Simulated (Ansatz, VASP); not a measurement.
**Cross-check of Al (Al(110)) between VASP and Ansatz**

One calculation is typed for both programs; each brings its own data sets and cutoff. How far apart do they land?

Method: plane waves, with VASP 6.6.1 beside it; single point at PBEsol, single point at LDA and single point at r2SCAN, in Ansatz 0.2.0.

**1. Starting point**

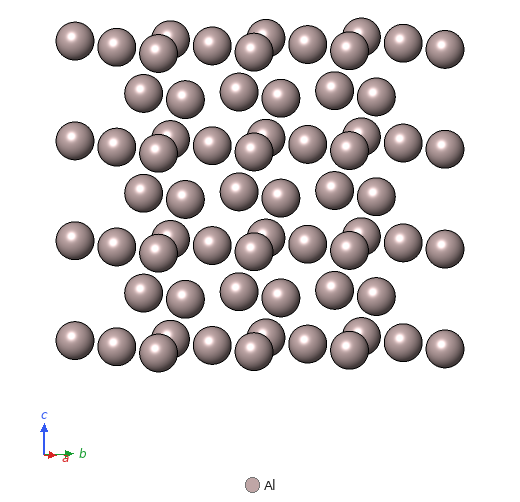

The starting structure, seen from the side, with the c axis up (aluminium light grey). 2×3×1 cells are drawn. Some periodic images of atoms are drawn too.

The cell holds 7 atoms: 7 Al. Its edges and angles: a = 4.050 Å, b = 2.864 Å, c = 26.591 Å, α = 90.0°, β = 90.0°, γ = 90.0°. Vacuum lies along c.

Coordinates:

```cif
data_structure
_symmetry_space_group_name_H-M 'P 1'
_symmetry_Int_Tables_number 1
_cell_length_a 4.0500
_cell_length_b 2.8638
_cell_length_c 26.5913
_cell_angle_alpha 90.000
_cell_angle_beta 90.000
_cell_angle_gamma 90.000
_cell_volume 308.41
loop_
_atom_site_label
_atom_site_type_symbol
_atom_site_fract_x
_atom_site_fract_y
_atom_site_fract_z
_atom_site_occupancy
Al1 Al 0.00000 0.00000 0.33846 1
Al2 Al 0.50000 0.50000 0.39230 1
Al3 Al 0.00000 0.00000 0.44615 1
Al4 Al 0.50000 0.50000 0.50000 1
Al5 Al 0.00000 0.00000 0.55385 1
Al6 Al 0.50000 0.50000 0.60770 1
Al7 Al 0.00000 0.00000 0.66154 1
```

**2. Ansatz: single point, PBEsol**

Ansatz runs on its default PAW (the set named soft_2) files.

A single point gives forces, pressure and levels at one fixed geometry, so differences don't come from the geometry; what else differs is listed under the comparison.

Input file input.yaml:

```yaml
crystal:
  lattice:
    - [4.05, 0.0, 0.0]
    - [0.0, 2.8637824638, 0.0]
    - [0.0, 0.0, 26.5913473914]
  atoms:
    - { symbol: Al, position: [0.0, 0.0, 0.3384559597] }
    - { symbol: Al, position: [0.5, 0.5, 0.3923039731] }
    - { symbol: Al, position: [0.0, 0.0, 0.4461519866] }
    - { symbol: Al, position: [0.5, 0.5, 0.5] }
    - { symbol: Al, position: [0.0, 0.0, 0.5538480134] }
    - { symbol: Al, position: [0.5, 0.5, 0.6076960269] }
    - { symbol: Al, position: [0.0, 0.0, 0.6615440403] }
hamiltonian:
  xc: pbesol
  pseudopotentials: { kind: paw }
kpoints:
  mp_grid: { grid: [9, 12, 1] }
scf:
  occupations: { method: methfessel_paxton, width: 0.1 }
  n_extra_bands: 5
efield:
  axis: 3
  dipole_correction: true
  ramp_width: 0.04
output:
  forces: true
  eigenvalues: true
```

Launch:

```bash
> ansatz run input.yaml --threads 4 --pin off --max-ram 9216MiB --backend cpu --events-out ev --progress --plain --runs-dir out
```

Numbers of over 12 decimals in the logs are rounded to 6 here.

What it wrote:

```text
scf.n_extra_bands = 5 over 11 filled bands (N_el = 21.0): the run solves 16 bands
Engine: ansatz 0.2.0, aarch64-unknown-linux-gnu
Pseudopotentials: kind: paw
Pseudopotential: Al, paw, valence charge 3, recommended cutoff 420 eV (normal), Al.paw.azcp
Functional definition: PBEsol
  exchange = pbesol_x
  correlation = pbesol_c
Crystal: 7 atoms, lattice volume = 308.415 Å³
Basis set: ecut = 420 eV, 6033 PW (Γ), exchange–correlation on 60×40×360 points (8 copies of the dense FFT grid, shifted against one another)
Bands: 16, of which v1, the nominal top of the filled ones, is band 11 counted from 1 (10 counted from 0)
Symmetry: 4 space group operations
k-points: 35 of 108
Non-local potential: Al, projectors of the file, l = 0: 2, l = 1: 2, l = 2: 1
PAW form: soft (Blöchl's): semilocal exchange-correlation on the pseudo side does not see the compensation charge
PAW frozen core: Al, regenerated for the run's functional, and the local potential with it (the file was generated under x = pbe(κ = 0.804, μ = 0.219515), c = pbe(β = 0.066725))
PAW one-centre angular grid: Al, 110 points (default); XC on 64 Gauss nodes
Initial density: superposition of atomic densities (neutral atoms: chi_scale 0, normalization atom), corrected by the library's trained network
Initial wavefunctions: pseudopotential atomic-orbital guess
Functional: x = pbesol(κ = 0.804, μ = 0.123457), c = pbesol(β = 0.046)
SCF iter   1: F=—  HF=-3670.063712 eV  |F-HF|=—  |Δ(HF+E_count)|=         —  Δρ=1.45e-3  dr2=2.56e-2  ethr=1.77e-3  p=0.000 e·Å  D=7.56e-15 V/Å  ΔV_dip=-0.00 eV  dr2_dipole=1.03e-7  V_vac-E_F(+/−)=4.03/4.03 eV  ⟨swp⟩=8.8  Hψ=4155  notcnv=0
efield: sawtooth ramp at fractional position 0.9800 (placed from the atoms, in the widest stretch of the axis that holds none; the zero of the levels goes with the place), width 0.0400; the density the first Hamiltonian is built on has a dipole p = 0.000 e·Å; the dipole correction subtracts the counter field D = 7.56e-15 V/Å, which shifts the + side's vacuum level by -0.00 eV against the − side's; the planar-averaged density in the ramp window peaks in size at 4.1e-6 e/Å³
preconditioner: auto → LDOS  [metal: Δε(μ)=0.004 eV  Ē_g=5.898 eV  σ=0.100 eV  W_gap=0.03  n_scr=28 (ndim 8)  ℏωp=9.7 eV  f_vac=0.506  D(μ)=4.95/eV (n_scr^D=24)  β→1.0]
SCF iter   2: F=—  HF=-3670.062388 eV  |F-HF|=—  |Δ(HF+E_count)|=   1.32e-3  S|Δr|=    0.00e0  Δρ=5.34e-4  dr2=1.83e-3  ethr=1.22e-4  p=0.000 e·Å  D=8.57e-6 V/Å  ΔV_dip=-0.00 eV  dr2_dipole=2.60e-8  V_vac-E_F(+/−)=4.02/4.02 eV  ⟨swp⟩=2.3  Hψ=1103  notcnv=0  defer=6
SCF iter   3: F=—  HF=-3670.062431 eV  |F-HF|=—  |Δ(HF+E_count)|=   4.30e-5  S|Δr|=    0.00e0  Δρ=1.69e-4  dr2=3.17e-4  ethr=8.73e-6  p=0.000 e·Å  D=3.58e-6 V/Å  ΔV_dip=-0.00 eV  dr2_dipole=4.40e-9  V_vac-E_F(+/−)=4.03/4.03 eV  ⟨swp⟩=2.2  Hψ=887  notcnv=0  defer=6
SCF iter   4: F=—  HF=-3670.062435 eV  |F-HF|=—  |Δ(HF+E_count)|=   3.51e-6  S|Δr|=    0.00e0  Δρ=5.52e-5  dr2=5.18e-5  ethr=1.51e-6  p=0.000 e·Å  D=7.83e-7 V/Å  ΔV_dip=-0.00 eV  dr2_dipole=1.10e-10  V_vac-E_F(+/−)=4.02/4.02 eV  ⟨swp⟩=2.2  Hψ=791  notcnv=0  defer=6
SCF iter   5: F=—  HF=-3670.062482 eV  |F-HF|=—  |Δ(HF+E_count)|=   4.71e-5  S|Δr|=    0.00e0  Δρ=1.08e-5  dr2=1.67e-6  ethr=2.47e-7  p=-0.000 e·Å  D=-1.89e-8 V/Å  ΔV_dip=0.00 eV  dr2_dipole=1.93e-11  V_vac-E_F(+/−)=4.02/4.02 eV  ⟨swp⟩=1.7  Hψ=609  notcnv=0  defer=6
SCF iter   6: F=-3670.062483 eV  HF=-3670.062483 eV  |F-HF|=2.58e-8  |Δ(HF+E_count)|=   5.73e-7  S|Δr|=    0.00e0  Δρ=2.00e-6  dr2=2.76e-8  ethr=4.76e-10  p=-0.000 e·Å  D=-3.36e-8 V/Å  ΔV_dip=0.00 eV  dr2_dipole=1.12e-11  V_vac-E_F(+/−)=4.02/4.02 eV  ⟨swp⟩=10.3  Hψ=3714  notcnv=0
SCF 1 converged in 6 iterations: F = -3670.062483 eV  dr2 = 2.76e-8
  greatest PAW one-centre occupation: 0.485 electrons in one spin orbital (limit 2), on the Al atom at site 0 (counted from 0), in its partial waves of l = 0
SCF converged after 6 iterations
Stability not checked: this state was not tested for a lower state beside it, because cold or Methfessel-Paxton smearing, or corrected tetrahedra, fill the levels in a way that the test cannot read (fill_not_monotonic; see scf.lower_state_search)
Free energy (F): -3670.062483 eV
Harris-Foulkes:  -3670.062483 eV  (|F-HF|=2.58e-8)
Internal energy: -3670.059230 eV  (E = F + TS)
E sigma→0 (E₀):  -3670.061670 eV
Entropy (-TS):   -0.003252 eV (-0.465 meV/atom)
Fermi energy:    0.499112 eV
Step filling:    the computed levels leave a gap of 0.0103 eV = 0.1 smearing widths at the electron count; against every level under it full and every level over it empty, smearing changes F+E_penalty+E_count by -2.356 meV and its σ→0 estimate by -1.543 meV
Dipole field:    D = 0.000004 V/Å  (p = 0.000006 e·Å, saw-weighted, corrected)
Work function:   Φ+ = 4.0169 eV   Φ− = 4.0170 eV
Levels:          The Fermi level and band energies are counted from a zero that moves with the ramp; work functions are not
--- Per-component energies (eV) ---
  E_band       = -76.449873
  E_kinetic    = 151.800136
  E_local      = -5785.548024  (includes V_loc(G=0)·N_el)
  E_nonlocal   = 73.389993
  E_hartree    = 2853.323464
  E_xc         = -270.986134
  E_vxc        = -197.754616  (∫ρ·V_xc dr)
  E_paw        = -3182.566159  (= ΣΔE_a)
  E_vpaw       = -24.985408  (= ΣTr[D̂ρ^β])
  E_aug_tail   = -0.000017  (compensation charges beyond the density's cutoff)
  E_efield     = 0.000000  (sawtooth field / dipole correction)
  E_vefield    = 0.000000  (∫n·V_field dr)
  E_ewald      = 2490.393538
  E_core_change = 0.133973  (= ΣΔE_core)
  E_smearing   = -0.003252  (= −TS)
  E_closure    = -0.000000  (closes the sum)
  Σ components = -3670.062483   (vs F -3670.062483, Δ=0.00e0)
--- Forces (eV/Å), atoms counted from 1 ---
  atom   1  Al     0.00000000     0.00000000     0.35044601
  atom   2  Al     0.00000000     0.00000000    -0.23925402
  atom   3  Al     0.00000000     0.00000000     0.00245046
  atom   4  Al     0.00000000     0.00000000    -0.00000069
  atom   5  Al     0.00000000     0.00000000    -0.00245125
  atom   6  Al     0.00000000     0.00000000     0.23925397
  atom   7  Al     0.00000000     0.00000000    -0.35044566
  max |Σ_I F_I| component: 1.18e-6 eV/Å
--- Band table (eV; the first three rows and the last of 35) ---
  k-point 0: bands = [... 7 lower, -1.2122, -0.7601, 0.2312, 0.2368, 0.6120, 1.9453, 2.1361, 2.9727, ... 1 higher]
  k-point 1: bands = [... 7 lower, -1.0976, -0.6403, 0.3459, 0.3542, 0.7163, 2.0521, 2.2509, 3.0600, ... 1 higher]
  k-point 2: bands = [... 7 lower, -0.7537, -0.2937, 0.6900, 0.6926, 0.9273, 1.9644, 2.3533, 2.5951, ... 1 higher]
  k-point 34: bands = [... 7 lower, -2.1114, -1.9467, -1.7181, -1.0108, -0.3735, -0.1786, 0.6450, 1.0666, ... 1 higher]
```

The job ended after 6.6 s (4 threads of Arm Neoverse V1, shared host; peak memory 0.52 GiB; 19 s of CPU time).

The column dr2 measures how far the density is from self-consistency, as an energy; F and HF (Harris–Foulkes) agree once it is small.

**3. VASP: single point, PBEsol**

The same cell, functional, mesh and smearing now go to VASP, with its own data sets and cutoff.

Lines of VASP's logs that name or quote its potential files are left out, and so is its time.

Input file INCAR:

```
SYSTEM = Al
PREC = Normal
ENCUT = 350
EDIFF = 1E-06
NELM = 120
ISMEAR = 1
SIGMA = 0.1
LREAL = .FALSE.
ALGO = Normal
GGA = PS
NBANDS = 17
LORBIT = 11
LWAVE = .FALSE.
LCHARG = .FALSE.
KPAR = 4
IDIPOL = 3
LDIPOL = .TRUE.
DIPOL = 0.5 0.5 0.5
LVHAR = .TRUE.
LVACPOTAV = .TRUE.
```

Input file POSCAR:

```
Al
1.0
    4.0500000000      0.0000000000      0.0000000000
    0.0000000000      2.8637824638      0.0000000000
    0.0000000000      0.0000000000     26.5913473914
Al
7
Direct
    0.0000000000      0.0000000000      0.3384559597
    0.5000000000      0.5000000000      0.3923039731
    0.0000000000      0.0000000000      0.4461519866
    0.5000000000      0.5000000000      0.5000000000
    0.0000000000      0.0000000000      0.5538480134
    0.5000000000      0.5000000000      0.6076960269
    0.0000000000      0.0000000000      0.6615440403
```

Input file KPOINTS:

```
Automatic mesh
0
Gamma
9 12 1
0 0 0
```

Potentials, in the order of the species: Al (PBE family, release 64).

Launch:

```bash
> mpirun -np 4 vasp_std
```

What it wrote:

```text
[banner, memory and clock lines left out]
running    4 mpi-ranks, on    1 nodes
 distrk:  each k-point on    1 cores,    4 groups
 distr:  one band on    1 cores,    1 groups

 POSCAR found type information on POSCAR Al
 POSCAR found :  1 types and       7 ions
|                                                                             |
|               ----> ADVICE to this user running VASP <----                  |
|                                                                             |
|     You enforced a specific xc type in the INCAR file but a different       |
|     [... a line on the potential file left out ...]
|     I HOPE YOU KNOW WHAT YOU ARE DOING!                                     |
|                                                                             |

 LDA part: xc-table for (Slater+PW92), standard interpolation
 POSCAR, INCAR and KPOINTS ok, starting setup
 FFT: planning ... GRIDC
 FFT: planning ... GRID_SOFT
 FFT: planning ... GRID
 WAVECAR not read
 entering main loop
       N       E                     dE             d eps       ncg     rms          rms(c)
DAV:   1     0.479527221298E+02    0.47953E+02   -0.52511E+03  1190   0.623E+02
DAV:   2    -0.253422489805E+02   -0.73295E+02   -0.71006E+02  1670   0.124E+02
DAV:   3    -0.280312193750E+02   -0.26890E+01   -0.26430E+01  1571   0.263E+01
DAV:   4    -0.281416938285E+02   -0.11047E+00   -0.10935E+00  2090   0.611E+00
DAV:   5    -0.281438737967E+02   -0.21800E-02   -0.21799E-02  2055   0.709E-01    0.416E+00
DAV:   6    -0.271881539598E+02    0.95572E+00   -0.76198E+00  1321   0.928E+00    0.246E+00
DAV:   7    -0.269382324357E+02    0.24992E+00   -0.14570E+00  1368   0.555E+00    0.145E+00
DAV:   8    -0.268640209083E+02    0.74212E-01   -0.25483E-01  1481   0.204E+00    0.361E-01
DAV:   9    -0.268633274480E+02    0.69346E-03   -0.23416E-02  1561   0.730E-01    0.236E-01
DAV:  10    -0.268615484551E+02    0.17790E-02   -0.38583E-03  1566   0.316E-01    0.121E-01
DAV:  11    -0.268617597880E+02   -0.21133E-03   -0.91483E-04  1645   0.148E-01    0.545E-02
DAV:  12    -0.268621115802E+02   -0.35179E-03   -0.92980E-04  1416   0.107E-01    0.315E-02
DAV:  13    -0.268626242311E+02   -0.51265E-03   -0.18686E-04  1399   0.567E-02    0.195E-02
DAV:  14    -0.268631974288E+02   -0.57320E-03   -0.17794E-04  1299   0.501E-02    0.162E-02
DAV:  15    -0.268635788631E+02   -0.38143E-03   -0.35427E-05  1378   0.291E-02    0.901E-03
DAV:  16    -0.268637528172E+02   -0.17395E-03   -0.15907E-05  1380   0.170E-02    0.290E-03
DAV:  17    -0.268638079342E+02   -0.55117E-04   -0.79706E-06  1339   0.922E-03    0.360E-03
DAV:  18    -0.268638225245E+02   -0.14590E-04   -0.28179E-06  1255   0.477E-03    0.115E-03
DAV:  19    -0.268638404883E+02   -0.17964E-04   -0.10333E-06  1075   0.291E-03    0.553E-04
DAV:  20    -0.268638536685E+02   -0.13180E-04   -0.85402E-07  1093   0.239E-03    0.882E-04
DAV:  21    -0.268638595728E+02   -0.59043E-05   -0.22807E-07  1086   0.159E-03    0.399E-04
DAV:  22    -0.268638620032E+02   -0.24304E-05   -0.96108E-08  1005   0.959E-04    0.298E-04
DAV:  23    -0.268638625835E+02   -0.58031E-06   -0.21334E-08   967   0.562E-04
|                                                                             |
|           W    W    AA    RRRRR   N    N  II  N    N   GGGG   !!!           |
|           W    W   A  A   R    R  NN   N  II  NN   N  G    G  !!!           |
|           W    W  A    A  R    R  N N  N  II  N N  N  G       !!!           |
|           W WW W  AAAAAA  RRRRR   N  N N  II  N  N N  G  GGG   !            |
|           WW  WW  A    A  R   R   N   NN  II  N   NN  G    G                |
|           W    W  A    A  R    R  N    N  II  N    N   GGGG   !!!           |
|                                                                             |
|     Did not find any points to average over, which means that no vacuum     |
|     field-free region was found. Please increase the size of  your cell     |
|     in the dimension of the dipole correction to obtain accurate            |
|     workfunction values.                                                    |
|                                                                             |

   1 F= -.26863863E+02 E0= -.26862775E+02  d E =-.326316E-02
```

From OUTCAR (step 3):

```text
ion  position               nearest neighbor table
   1  0.000  0.000  0.338-   2 2.86   2 2.86   2 2.86   2 2.86   3 2.86
   2  0.500  0.500  0.392-   1 2.86   1 2.86   1 2.86   1 2.86   4 2.86   3 2.86   3 2.86   3 2.86
                             3 2.86
   3  0.000  0.000  0.446-   5 2.86   4 2.86   4 2.86   4 2.86   4 2.86   1 2.86   2 2.86   2 2.86
                             2 2.86   2 2.86
   4  0.500  0.500  0.500-   3 2.86   5 2.86   3 2.86   5 2.86   3 2.86   5 2.86   3 2.86   5 2.86
                             2 2.86   6 2.86
   5  0.000  0.000  0.554-   3 2.86   4 2.86   4 2.86   4 2.86   4 2.86   7 2.86   6 2.86   6 2.86
                             6 2.86   6 2.86
   6  0.500  0.500  0.608-   7 2.86   7 2.86   7 2.86   7 2.86   4 2.86   5 2.86   5 2.86   5 2.86
                             5 2.86
   7  0.000  0.000  0.662-   6 2.86   6 2.86   6 2.86   6 2.86   5 2.86

  LATTYP: Found a simple orthorhombic cell.
 ALAT       =     2.8637824638
 B/A-ratio  =     1.4142135624
 C/A-ratio  =     9.2853936106

 Subroutine GETGRP returns: Found  8 space group operations
 (whereof  8 operations were pure point group operations)

The static configuration has the point symmetry D_2h.

 Found     35 irreducible k-points:

   k-points           NKPTS =     35   k-points in BZ     NKDIM =     35   number of bands    NBANDS=     17

   dimension x,y,z NGX =    20 NGY =   14 NGZ =  126
   dimension x,y,z NGXF=    40 NGYF=   28 NGZF=  252

   ENCUT  =  350.0 eV  25.72 Ry    5.07 a.u.   6.18  4.37 40.56*2*pi/ulx,y,z

   NELECT =      21.0000    total number of electrons

 k-points in reciprocal lattice and weights: Automatic mesh
   0.00000000  0.00000000  0.00000000       0.009
   0.11111111  0.00000000  0.00000000       0.019
   0.22222222  0.00000000  0.00000000       0.019
   0.33333333  0.00000000  0.00000000       0.019
   0.44444444  0.00000000  0.00000000       0.019
   0.00000000  0.08333333  0.00000000       0.019
   0.11111111  0.08333333  0.00000000       0.037
   0.22222222  0.08333333  0.00000000       0.037
   0.33333333  0.08333333  0.00000000       0.037
[...]
0.33333333  0.50000000  0.00000000       0.019
   0.44444444  0.50000000  0.00000000       0.019

 dipolmoment           0.000000      0.000000     -0.000000 electrons x Angstroem

 average (electrostatic) potential at core
       1 -79.9013       2 -79.8198       3 -79.7361       4 -79.7554       5 -79.7361
       6 -79.8198       7 -79.9013

 E-fermi :   0.5243

 k-point     1 :       0.0000    0.0000    0.0000
  band No.  band energies     occupation
    ...
      7      -1.4600      2.00000
      8      -1.1902      2.00000
      9      -0.7333      2.00000
     10       0.2555      2.00096
     11       0.2646      2.00149
     12       0.6350     -0.06597
     13       1.9749     -0.00000
     14       2.1635     -0.00000
     15       2.9990      0.00000
     16       3.8406      0.00000
    ...

 k-point     2 :       0.1111    0.0000    0.0000
  band No.  band energies     occupation
    ...
      5      -3.6000      2.00000
      6      -3.2825      2.00000
      7      -2.4086      2.00000
      8      -1.3730      2.00000
      9      -0.9273      2.00000
     10       0.6972     -0.03463
     11       0.8564     -0.00003
     12       1.1058     -0.00000
     13       1.6579     -0.00000
     14       3.1227      0.00000
    ...

 k-point     3 :       0.2222    0.0000    0.0000
  band No.  band energies     occupation
    ...
      6      -3.9194      2.00000
      7      -3.3055      2.00000
      8      -2.3534      2.00000
      9      -1.3196      2.00000
     10      -0.1247      2.00000
     11       0.9317     -0.00000
     12       2.1743     -0.00000
     13       2.8425      0.00000
     14       3.3243      0.00000
     15       3.7783      0.00000
    ...

  Total       -3.1485151     -3.3463647     -1.6367885      0.0000000      0.0000000      0.0000000
  in kB      -16.3561459    -17.3839500     -8.5029133      0.0000000      0.0000000      0.0000000
  external PRESSURE =     -14.0810031 kB  Pullay stress =       0.0000000 kB

  energy-cutoff  :      350.00
  volume of cell :      308.41
      direct lattice vectors                 reciprocal lattice vectors
     4.050000000  0.000000000  0.000000000     0.246913580  0.000000000  0.000000000
     0.000000000  2.863782464  0.000000000     0.000000000  0.349188534  0.000000000
     0.000000000  0.000000000 26.591347391     0.000000000  0.000000000  0.037606218

 POSITION                                       TOTAL-FORCE (eV/Angst)
 -----------------------------------------------------------------------------------
      0.00000      0.00000      9.00000         0.000000     -0.000000      0.344968
      2.02500      1.43189     10.43189         0.000000     -0.000000     -0.240482
      0.00000      0.00000     11.86378         0.000000      0.000000      0.002479
      2.02500      1.43189     13.29567         0.000000     -0.000000     -0.000000
      0.00000      0.00000     14.72756         0.000000     -0.000000     -0.002479
      2.02500      1.43189     16.15946         0.000000     -0.000000      0.240482
      0.00000      0.00000     17.59135         0.000000     -0.000000     -0.344968
 -----------------------------------------------------------------------------------
    total drift:                                0.000000     -0.000000     -0.000000

  FREE ENERGIE OF THE ION-ELECTRON SYSTEM (eV)
  ---------------------------------------------------
  free  energy   TOTEN  =       -26.8638625835 eV

  energy  without entropy=      -26.8605994213  energy(sigma->0) =      -26.86277486

 vacuum level on the upper side and lower side of the slab         4.543         4.543

 total charge
# of ion       s       p       d       tot
------------------------------------------
    1        0.477   0.282   0.000   0.759
    2        0.434   0.328   0.000   0.762
    3        0.434   0.338   0.000   0.772
    4        0.430   0.339   0.000   0.769
    5        0.434   0.338   0.000   0.772
    6        0.434   0.328   0.000   0.762
    7        0.477   0.282   0.000   0.759
--------------------------------------------------
tot          3.119   2.236   0.000   5.356

[... 3 further parts left out ...]
```

(Part 1 of 2 ends here.)

[Lines on the potential files, build, host, timing and source positions are cut from VASP's logs without a mark.]

[Logs are printed without paths, hosts, clocks, repeated set-up lines and the standing remarks that a program may print on its own settings, such as how far it seeks lower states.]

[Hosts, paths, dates, database ids (printed as entryN), source tags and the programs' standing remarks are cut or masked in the printed files.]
